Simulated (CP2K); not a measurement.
# GFN1-xTB run of C2H2ClFHfO (SMILES C#[C][Hf]([OH])([F])[Cl])

Aim: the vertical singlet–triplet gap of C2H2ClFHfO at GFN1-xTB, from 2 runs. 

Program for the calculation: CP2K 2026.2.

4 further runs of the same task are left out: 3 that didn't finish, 1 set aside as unsound or not needed.

## 1. Starting point

C2H2ClFHfO has 8 atoms, charge 0, and is taken as a singlet. SMILES: `C#[C][Hf]([OH])([F])[Cl]`. Geometry: a GFN2-xTB relaxation, a rough one for these elements and not checked as a minimum. This is one conformer, not always the lowest.

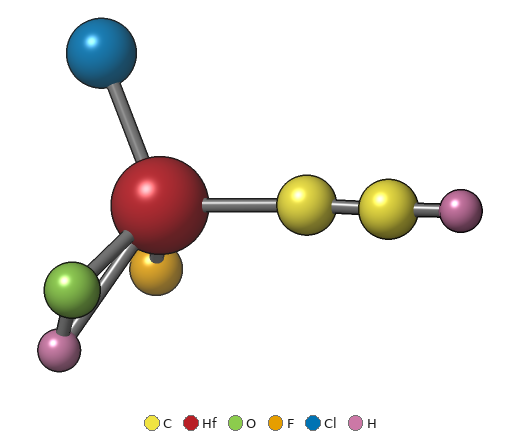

Viewed from a chosen angle; carbon yellow, hafnium red, oxygen green, fluorine amber, chlorine blue, hydrogen pink.

## 2. Energy and forces at GFN1-xTB

Input file job.inp:

```
&GLOBAL
  PROJECT job
  RUN_TYPE ENERGY_FORCE
  PRINT_LEVEL MEDIUM
&END

&FORCE_EVAL
  METHOD QUICKSTEP
  &DFT
    &QS
      METHOD XTB
      EPS_DEFAULT 1.0E-10
      &XTB
        GFN_TYPE 1
        CHECK_ATOMIC_CHARGES F
      &END
    &END
    &POISSON
      PERIODIC NONE
      POISSON_SOLVER ANALYTIC
    &END
    # self-consistent field
    &SCF
      SCF_GUESS ATOMIC
      EPS_SCF 1.0E-06
      MAX_SCF 40
      &OT
        MINIMIZER CG
        PRECONDITIONER FULL_SINGLE_INVERSE
      &END
      &OUTER_SCF
        EPS_SCF 1.0E-06
        MAX_SCF 10
      &END
    &END
    # extra output
    &PRINT
      &MOMENTS
        PERIODIC F
        REFERENCE COM
        MAX_MOMENT 1
      &END
      &MO_CUBES
        NLUMO 3
        NHOMO -1
        WRITE_CUBE F
      &END
      &HIRSHFELD OFF
      &END
    &END
  &END
  &SUBSYS
    # box in angstrom
    &CELL
      ABC 16.7 16.8 14.9
      PERIODIC NONE
    &END
    &COORD
      C      1.542930    -1.850460    -0.923290
      C      0.946800    -0.918510    -0.435900
      Hf    -0.209210     0.745290     0.369550
      O     -1.830430     0.229290     1.144500
      F     -0.963500     1.820120    -0.985350
      Cl     1.029870     2.201340     1.581900
      H      2.090710    -2.643090    -1.357320
      H     -2.607170     0.416020     0.605900
    &END
    &TOPOLOGY
      &CENTER_COORDINATES
      &END
    &END
  &END
  &PRINT
    &FORCES ON
    &END
  &END
&END
```

Started as:

```bash
$ OMP_NUM_THREADS=1 cp2k.psmp -i job.inp > job.out 2>&1
```

Log, cut to the lines that bear on the results:

```text
CP2K| version string:                                       CP2K version 2026.2
[...]
 GLOBAL| Method name                                                        CP2K
[...]
 GLOBAL| Run type                                                   ENERGY_FORCE
[...]
                             - Atoms:                                          8
[...]
                             - Spherical basis functions:                     38
[...]
 Number of electrons:                                                         34
[...]
     1 OT CG       0.80E-01    0.0     0.26524528       -19.6566286620 -1.97E+01
[...]
    30 OT CG       0.73E-01    0.0     0.00000088       -20.6289161454 -3.26E-11
  *** SCF run converged in    30 steps ***
[...]
 TB_DIPOLE| Moment [Debye]         -0.25708600      -2.26147266      -0.45324606
 TB_DIPOLE| Derivative [a.u.]       0.00000000       0.00000000       0.00000000
[...]
 ENERGY| Total FORCE_EVAL ( QS ) energy [hartree]            -20.628916145392374
 FORCES| Atomic forces [hartree/bohr]
 FORCES|   Atom     x               y               z               |f|
 FORCES|      1  2.34840815E-03 -1.15734618E-03 -1.54816861E-03   3.04159449E-03
 FORCES|      2 -1.81044588E-03  6.88561446E-04  4.22403338E-04   1.98248726E-03
 FORCES|      3 -1.75300984E-02  8.88007236E-03 -1.56356133E-02   2.51123961E-02
 FORCES|      4  3.71147181E-03  2.36004986E-04 -3.90716029E-03   5.39412856E-03
 FORCES|      5  7.65163425E-03 -1.14830468E-02  1.06834181E-02   1.74511688E-02
 FORCES|      6  8.19817193E-03  7.88212126E-03  8.48565558E-03   1.41895810E-02
 FORCES|      7  2.01075575E-03 -4.05662691E-03 -1.41664361E-03   4.74407416E-03
 FORCES|      8 -4.57989759E-03 -9.89740221E-04  2.91610877E-03   5.51894356E-03
 FORCES| Sum     2.43728648E-16  3.52365706E-16  5.94142791E-17
 FORCES| Total atomic force                                       4.32545144E-16
[...]
```

Run time: 1.2 s. Hardware: 1 thread of Intel Xeon 6975P-C (Granite Rapids), shared host; peak memory 0.19 GiB.

## 3. The triplet, same level

Input file gas.inp:

```
&GLOBAL
   PROJECT_NAME gas
   RUN_TYPE ENERGY_FORCE
   PRINT_LEVEL MEDIUM
&END GLOBAL

&FORCE_EVAL
   METHOD Quickstep
   &DFT
      CHARGE 0
      MULTIPLICITY 3
      LSD T
      # Quickstep
      &QS
         METHOD XTB
         EPS_DEFAULT 1.0E-10
         &XTB
            GFN_TYPE 1
            CHECK_ATOMIC_CHARGES F
         &END XTB
      &END QS
      # isolated system
      &POISSON
         PERIODIC NONE
         POISSON_SOLVER ANALYTIC
      &END POISSON
      &SCF
         SCF_GUESS ATOMIC
         EPS_SCF 1.0E-06
         MAX_SCF 40
         &OT ON
            MINIMIZER CG
            PRECONDITIONER FULL_SINGLE_INVERSE
         &END OT
         &OUTER_SCF
            EPS_SCF 1.0E-06
            MAX_SCF 10
         &END OUTER_SCF
      &END SCF
      &PRINT
         &MOMENTS
            PERIODIC F
            REFERENCE COM
            MAX_MOMENT 1
         &END MOMENTS
         &MO_CUBES
            NLUMO 3
            NHOMO -1
            WRITE_CUBE F
         &END MO_CUBES
         &HIRSHFELD OFF
         &END HIRSHFELD
      &END PRINT
   &END DFT
   &SUBSYS
      &CELL
         ABC [angstrom] 16.7 16.8 14.9
         PERIODIC NONE
      &END CELL
      &COORD
         C      1.542930    -1.850460    -0.923290
         C      0.946800    -0.918510    -0.435900
         Hf    -0.209210     0.745290     0.369550
         O     -1.830430     0.229290     1.144500
         F     -0.963500     1.820120    -0.985350
         Cl     1.029870     2.201340     1.581900
         H      2.090710    -2.643090    -1.357320
         H     -2.607170     0.416020     0.605900
      &END COORD
      &TOPOLOGY
         &CENTER_COORDINATES
         &END CENTER_COORDINATES
      &END TOPOLOGY
   &END SUBSYS
   # extra output
   &PRINT
      &FORCES ON
      &END FORCES
   &END PRINT
&END FORCE_EVAL
```

Started as:

```bash
$ OMP_NUM_THREADS=1 cp2k.psmp -i gas.inp -o gas.out
```

Log, cut to the lines that bear on the results:

```text
CP2K| version string:                                       CP2K version 2026.2
[...]
 GLOBAL| Method name                                                        CP2K
[...]
 GLOBAL| Run type                                                   ENERGY_FORCE
[...]
                             - Atoms:                                          8
[...]
                             - Spherical basis functions:                     38
[...]
 Number of electrons:                                                         18
[...]
     1 OT CG       0.80E-01    0.0     0.13075657       -19.4634561884 -1.95E+01
[...]
    25 OT CG       0.25E+00    0.0     0.00000087       -20.4706089335 -1.95E-10
  *** SCF run converged in    25 steps ***
[...]
 TB_DIPOLE| Moment [Debye]          1.33729395      -2.84293215      -0.56634246
 TB_DIPOLE| Derivative [a.u.]       0.00000000       0.00000000       0.00000000
[...]
 ENERGY| Total FORCE_EVAL ( QS ) energy [hartree]            -20.470608933563916
 FORCES| Atomic forces [hartree/bohr]
 FORCES|   Atom     x               y               z               |f|
 FORCES|      1  4.08064393E-03 -3.44759258E-03 -1.24999649E-03   5.48635040E-03
 FORCES|      2  1.12748347E-03 -3.53851295E-04 -1.18647104E-03   1.67455763E-03
 FORCES|      3 -1.38491093E-02 -6.14589472E-03 -6.36407863E-03   1.64338476E-02
 FORCES|      4 -7.18924396E-03 -4.93174994E-03  2.55559219E-03   9.08506674E-03
 FORCES|      5 -2.02433243E-04  2.74812462E-03 -6.70156717E-03   7.24597617E-03
 FORCES|      6  1.86721962E-02  1.66999690E-02  1.39060919E-02   2.86516887E-02
 FORCES|      7  9.96782043E-04 -3.21207948E-03 -1.76804419E-03   3.79960647E-03
 FORCES|      8 -3.63631913E-03 -1.35692557E-03  8.08473457E-04   3.96455459E-03
 FORCES| Sum     1.97324795E-16 -3.49113100E-17  8.41340886E-17
 FORCES| Total atomic force                                       2.17334809E-16
[...]
```

It took 1.9 s on 1 thread of Intel Xeon 6975P-C (Granite Rapids), shared host; peak memory 0.2 GiB.

## 4. What came out

At GFN1-xTB:

| quantity | value |
| --- | --- |
| singlet: total energy | -20.62892 Eh |
| singlet: dipole moment (from atomic charges alone) | 2.32 D |
| singlet: HOMO energy | -12.74 eV |
| singlet: dispersion energy | -7.01 kJ/mol |
| singlet: largest force on an atom | 1.291 eV/Å |
| triplet: total energy | -20.47061 Eh |
| triplet: dipole moment (from atomic charges alone) | 3.19 D |
| triplet: HOMO energy (highest over α and β) | -8.05 eV |
| triplet: dispersion energy | -7.01 kJ/mol |
| triplet: largest force on an atom | 1.473 eV/Å |
| vertical energy of the triplet above the singlet | 4.308 eV |

**Reading.** The method runs without spin polarisation, so open shells lack the exchange term that lowers high spin: such gaps come out too high and can have the wrong sign. The largest force (singlet) is 1.29 eV/Å: the shape isn't a stationary point for this species at this level. At this shape the triplet lies 4.31 eV (416 kJ/mol) above the singlet. The dipole (singlet) comes from point charges on the atoms alone, without atomic dipoles, so it is partial. The dipole (triplet) comes from point charges on the atoms alone, without atomic dipoles, so it is partial.
